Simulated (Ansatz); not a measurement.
# BSiH4OF: geometry relaxation (part 2 of 2)

The same run, continued: BSiH4OF; RKS PBE-D4/def2-SVP (Ansatz 0.2.0). 

Geometry of the input (Å):
```
O  1.2831  0.7585  -1.0929
B  0.8321  -0.0346  -0.1013
F  0.2120  1.2960  -0.7037
Si -1.1444  -0.1401  0.3553
H  2.2404  0.7176  -1.2073
H  -1.3532  0.2737  1.7698
H  -1.9578  0.7335  -0.5289
H  -1.6163  -1.5449  0.2151
```

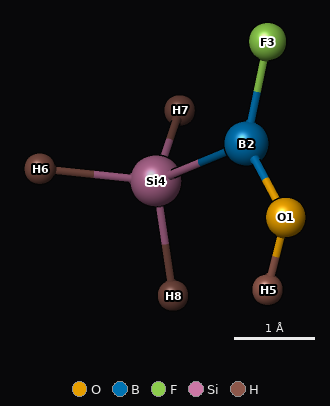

The geometry at step 14 of the log (ball-and-stick view, seen at a tilt; atoms are numbered from 1 in the order of the input).

## Trajectory as extended XYZ, continued
```
8
Properties=species:S:1:pos:R:3:forces:R:3 step=5 energy=-13366.45834
O     1.7370    0.6705   -1.0926    0.1392  -0.6783   0.7904
B     0.6631    0.2700   -0.3835   -1.1237   3.5122  -2.0281
F    -0.3163    1.5912   -0.7239    1.4513  -1.5111   0.6702
Si   -1.2163   -0.1126    0.3093    0.1529  -0.4127   0.2144
H     2.6535    0.3414   -1.0473   -0.3145  -0.4555   0.1629
H    -1.1795    0.2053    1.7734    0.0222   0.0845   0.1244
H    -2.3101    0.6744   -0.3470   -0.2450  -0.3798   0.0367
H    -1.5356   -1.5803    0.2177   -0.0823  -0.1592   0.0292
8
Properties=species:S:1:pos:R:3:forces:R:3 step=6 energy=-13367.05262
O     1.8161    0.7082   -1.0716    0.0209  -1.1179   1.0179
B     0.6032    0.4301   -0.4767   -0.4633   2.7644  -1.6528
F    -0.3607    1.6388   -0.7364    2.3583  -0.9401   0.0277
Si   -1.1948   -0.1114    0.2985   -0.1863  -1.0184   0.3245
H     2.6779    0.1771   -0.9860   -1.9523   0.5707   0.0884
H    -1.1458    0.2022    1.7682    0.0443   0.0930   0.0582
H    -2.3884    0.6025   -0.3004    0.1401  -0.2753   0.0486
H    -1.5117   -1.5879    0.2105    0.0384  -0.0764   0.0875
8
Properties=species:S:1:pos:R:3:forces:R:3 step=7 energy=-13367.44681
O     1.8272    0.7080   -1.0966    0.2716  -1.6936   1.4596
B     0.5377    0.5716   -0.5476    0.2984   1.6505  -1.1207
F    -0.3213    1.7391   -0.7032    2.2068  -0.2053  -0.4638
Si   -1.1747   -0.1269    0.2889   -0.3500  -1.3904   0.3659
H     2.6417    0.0508   -0.9124   -3.0197   1.6773  -0.3621
H    -1.1223    0.2129    1.7596    0.0239   0.0843  -0.0534
H    -2.4254    0.5192   -0.3036    0.4505  -0.1366   0.0611
H    -1.4670   -1.6150    0.2210    0.1185   0.0139   0.1133
8
Properties=species:S:1:pos:R:3:forces:R:3 step=8 energy=-13368.12732
O     1.7700    0.7027   -1.0738    0.8996  -1.0132   0.6601
B     0.5111    0.6686   -0.5676   -0.9332   0.8848  -0.3002
F    -0.2400    1.8520   -0.6617    1.5684   0.0242  -0.4257
Si   -1.1308   -0.1776    0.2773   -0.1753  -0.9670   0.2019
H     2.4583   -0.0233   -0.8843   -1.7545   1.1493  -0.2909
H    -1.0947    0.2412    1.7206   -0.0174   0.0542   0.0875
H    -2.3466    0.4507   -0.3629    0.1962  -0.0103  -0.0024
H    -1.4315   -1.6544    0.2585    0.2162  -0.1220   0.0697
8
Properties=species:S:1:pos:R:3:forces:R:3 step=9 energy=-13368.51381
O     1.7196    0.6832   -1.0419   -0.0221  -0.3766   0.2235
B     0.4181    0.7491   -0.6320    0.5482   0.5260   0.3279
F    -0.1637    1.9777   -0.7137    0.6564   0.1053  -0.4636
Si   -1.0794   -0.2039    0.3162   -0.4035  -0.6627  -0.0470
H     2.2825   -0.1041   -0.8380   -0.8799   0.4562  -0.1437
H    -1.1256    0.2127    1.7650    0.0752   0.0379  -0.0404
H    -2.2322    0.4354   -0.4023   -0.1948  -0.0473   0.1005
H    -1.3236   -1.6903    0.2528    0.2205  -0.0388   0.0427
8
Properties=species:S:1:pos:R:3:forces:R:3 step=10 energy=-13368.72432
O     1.6962    0.6504   -0.9856    0.2901  -0.0921  -0.0435
B     0.4038    0.8496   -0.6321    0.0152  -0.4360   0.4498
F    -0.1115    2.0653   -0.8475    0.3240   0.4813  -0.3452
Si   -1.0733   -0.1971    0.3109   -0.0611  -0.1032  -0.1576
H     2.1267   -0.2013   -0.7589   -0.5250   0.3124  -0.0544
H    -1.0928    0.1639    1.7722    0.0121  -0.0005   0.0429
H    -2.2778    0.4223   -0.3432   -0.1729  -0.1251   0.1028
H    -1.1755   -1.6934    0.1903    0.1177  -0.0367   0.0053
8
Properties=species:S:1:pos:R:3:forces:R:3 step=11 energy=-13368.80960
O     1.6937    0.6143   -0.9431    0.0251   0.0009  -0.0329
B     0.4087    0.9133   -0.6357   -0.5517   1.0884  -0.1208
F    -0.0151    2.1931   -0.9587    0.6661  -1.3203   0.2576
Si   -1.0726   -0.1665    0.2990   -0.1826   0.0284  -0.1382
H     1.9989   -0.2833   -0.7076   -0.2559   0.1843   0.0018
H    -1.0891    0.1226    1.7804    0.0610   0.0119  -0.0221
H    -2.3846    0.3379   -0.2677    0.1182  -0.1027   0.0756
H    -1.0441   -1.6716    0.1395    0.1198   0.1091  -0.0210
8
Properties=species:S:1:pos:R:3:forces:R:3 step=12 energy=-13368.88346
O     1.6438    0.5733   -0.9146    0.1043  -0.0891   0.0597
B     0.3784    0.9729   -0.6288   -0.0976   0.0915  -0.1513
F     0.0641    2.2293   -0.9966    0.0977  -0.1808   0.0855
Si   -1.0731   -0.1462    0.2818    0.0776   0.1324  -0.0163
H     1.8295   -0.3410   -0.6281   -0.0567   0.1254  -0.0531
H    -1.0283    0.1262    1.7621   -0.0448  -0.0447   0.0568
H    -2.4131    0.2747   -0.2419   -0.1204  -0.0301   0.0083
H    -0.9055   -1.6295    0.0723    0.0400  -0.0046   0.0103
8
Properties=species:S:1:pos:R:3:forces:R:3 step=13 energy=-13368.88489
O     1.6543    0.5654   -0.8921   -0.1142  -0.2551  -0.0018
B     0.3777    0.9792   -0.6643    0.1226   0.0633   0.2339
F     0.1197    2.2517   -0.9837   -0.0435   0.1201  -0.1111
Si   -1.0828   -0.1134    0.2649   -0.0468  -0.1764  -0.0087
H     1.7887   -0.3702   -0.6434   -0.0035   0.1665  -0.0479
H    -1.0501    0.1234    1.7546    0.0427   0.0592  -0.0077
H    -2.4758    0.2177   -0.2073    0.0783  -0.0116  -0.0352
H    -0.8361   -1.5941    0.0774   -0.0357   0.0341  -0.0216
8
Properties=species:S:1:pos:R:3:forces:R:3 step=14 energy=-13368.89294
O     1.6186    0.5331   -0.9213    0.0610   0.1036  -0.0408
B     0.3787    1.0056   -0.6301   -0.0629  -0.1116   0.0368
F     0.1364    2.2861   -0.9384    0.0630   0.0048  -0.0200
Si   -1.0709   -0.1188    0.2737   -0.0175   0.0581   0.0282
H     1.7289   -0.4011   -0.6720   -0.0067  -0.0077  -0.0141
H    -1.0676    0.1656    1.7555   -0.0310  -0.0144  -0.0011
H    -2.4452    0.1797   -0.2623    0.0047  -0.0236   0.0097
H    -0.7831   -1.5905    0.1010   -0.0106  -0.0090   0.0012
8
Properties=species:S:1:pos:R:3:forces:R:3 step=15 energy=-13368.89578
O     1.6245    0.5396   -0.9605   -0.1275   0.0989   0.0157
B     0.3903    0.9984   -0.6126    0.0556  -0.0602   0.0004
F     0.1629    2.2930   -0.8744   -0.0280  -0.0067   0.0169
Si   -1.0790   -0.1216    0.2926    0.1206   0.0633  -0.0715
H     1.7435   -0.4034   -0.7593    0.0025  -0.0912   0.0189
H    -1.1345    0.2041    1.7640   -0.0224  -0.0050  -0.0077
H    -2.4338    0.1454   -0.3066    0.0076  -0.0019   0.0138
H    -0.7780   -1.5956    0.1630   -0.0084   0.0028   0.0134
8
Properties=species:S:1:pos:R:3:forces:R:3 step=16 energy=-13368.89783
O     1.6108    0.5325   -0.9795   -0.0140  -0.0304   0.0125
B     0.3920    0.9997   -0.6006    0.0666   0.1015  -0.0543
F     0.1773    2.3040   -0.8309   -0.0236  -0.0456   0.0254
Si   -1.0666   -0.1171    0.2920   -0.0366  -0.0202   0.0288
H     1.7167   -0.4176   -0.7954    0.0075  -0.0034  -0.0085
H    -1.1671    0.2279    1.7555   -0.0017   0.0077   0.0096
H    -2.4151    0.1204   -0.3316   -0.0065   0.0032  -0.0123
H    -0.7521   -1.5900    0.1965    0.0084  -0.0127  -0.0011
8
Properties=species:S:1:pos:R:3:forces:R:3 step=17 energy=-13368.89890
O     1.6062    0.5289   -0.9970    0.0030  -0.0040  -0.0026
B     0.3981    1.0017   -0.5930    0.0001  -0.0030   0.0021
F     0.1865    2.3097   -0.7944    0.0005   0.0087   0.0019
Si   -1.0656   -0.1177    0.2980    0.0027   0.0027  -0.0012
H     1.7067   -0.4251   -0.8314   -0.0019   0.0013  -0.0036
H    -1.1944    0.2496    1.7540   -0.0042   0.0024   0.0026
H    -2.4035    0.1023   -0.3558   -0.0018  -0.0019  -0.0025
H    -0.7382   -1.5895    0.2257    0.0015  -0.0062   0.0033
8
Properties=species:S:1:pos:R:3:forces:R:3 step=18 energy=-13368.89877 accepted=F
O     1.5888    0.5184   -1.0454   -0.0447   0.0052   0.0143
B     0.4117    1.0061   -0.5688   -0.0083  -0.0199   0.0123
F     0.2214    2.3292   -0.6909    0.0751  -0.0894  -0.0193
Si   -1.0584   -0.1164    0.3107   -0.0525  -0.0071   0.0282
H     1.6691   -0.4471   -0.9326   -0.0309   0.1043   0.0006
H    -1.2725    0.3102    1.7453    0.0101  -0.0281  -0.0839
H    -2.3703    0.0445   -0.4220    0.0708  -0.0165   0.0445
H    -0.6940   -1.5851    0.3099   -0.0197   0.0515   0.0033
8
Properties=species:S:1:pos:R:3:forces:R:3 step=19 energy=-13368.89957
O     1.5978    0.5238   -1.0211   -0.0353   0.0543   0.0054
B     0.4039    1.0038   -0.5818    0.0226   0.0173  -0.0075
F     0.2059    2.3206   -0.7451    0.0185  -0.0519   0.0013
Si   -1.0624   -0.1172    0.3034   -0.0129  -0.0040   0.0093
H     1.6895   -0.4343   -0.8789   -0.0065  -0.0218   0.0016
H    -1.2319    0.2777    1.7485    0.0008  -0.0002  -0.0121
H    -2.3884    0.0730   -0.3857    0.0116  -0.0024   0.0024
H    -0.7187   -1.5875    0.2668    0.0013   0.0087  -0.0005
8
Properties=species:S:1:pos:R:3:forces:R:3 step=20 energy=-13368.89973
O     1.5870    0.5190   -1.0450   -0.0425  -0.0085   0.0235
B     0.4105    1.0051   -0.5659    0.0213   0.0227  -0.0357
F     0.2257    2.3281   -0.6949    0.0356  -0.0657   0.0049
Si   -1.0596   -0.1157    0.3116   -0.0194  -0.0065   0.0178
H     1.6675   -0.4456   -0.9310   -0.0169   0.0622   0.0013
H    -1.2729    0.3081    1.7443    0.0027  -0.0174  -0.0407
H    -2.3694    0.0425   -0.4195    0.0315  -0.0054   0.0200
H    -0.6930   -1.5817    0.3066   -0.0122   0.0187   0.0089
8
Properties=species:S:1:pos:R:3:forces:R:3 step=21 energy=-13368.89972 accepted=F
O     1.5876    0.5207   -1.0442   -0.0218  -0.0276  -0.0153
B     0.4089    1.0056   -0.5721    0.0347   0.0137   0.0571
F     0.2322    2.3304   -0.6852    0.0098  -0.0438  -0.0205
Si   -1.0586   -0.1165    0.3097   -0.0364  -0.0080   0.0006
H     1.6640   -0.4450   -0.9376   -0.0126   0.0568   0.0001
H    -1.2754    0.3108    1.7399    0.0087  -0.0007  -0.0293
H    -2.3684    0.0365   -0.4211    0.0181  -0.0068   0.0130
H    -0.6945   -1.5828    0.3168   -0.0004   0.0162  -0.0057
8
Properties=species:S:1:pos:R:3:forces:R:3 step=22 energy=-13368.90010
O     1.5854    0.5195   -1.0466   -0.0094  -0.0020   0.0050
B     0.4106    1.0058   -0.5665    0.0029   0.0080  -0.0084
F     0.2302    2.3287   -0.6910    0.0131  -0.0204   0.0009
Si   -1.0589   -0.1160    0.3112   -0.0062  -0.0040   0.0052
H     1.6633   -0.4445   -0.9328   -0.0050   0.0189  -0.0003
H    -1.2749    0.3088    1.7412    0.0002  -0.0048  -0.0111
H    -2.3670    0.0389   -0.4203    0.0082  -0.0022   0.0054
H    -0.6927   -1.5813    0.3111   -0.0039   0.0064   0.0033
```

## Summary

```json
{"quantity": "outcome", "value": "converged"}
{"quantity": "total energy", "value": "−13368.9001 eV"}
{"quantity": "mean-field energy", "value": "−13368.7753 eV"}
{"quantity": "dispersion energy", "value": "−0.1248 eV"}
{"quantity": "SCF solution under orbital rotations", "value": "stable"}
{"quantity": "largest force (length of the vector) at the end", "value": "0.024 eV/Å"}
{"quantity": "dipole moment", "value": "1.96 D"}
{"quantity": "hardware", "value": "2 threads of Arm Neoverse V2, 23 GiB of memory available, shared host"}
{"quantity": "wall time", "value": "30 s (CPU time 56 s)"}
{"quantity": "peak memory", "value": "0.14 GiB"}
```
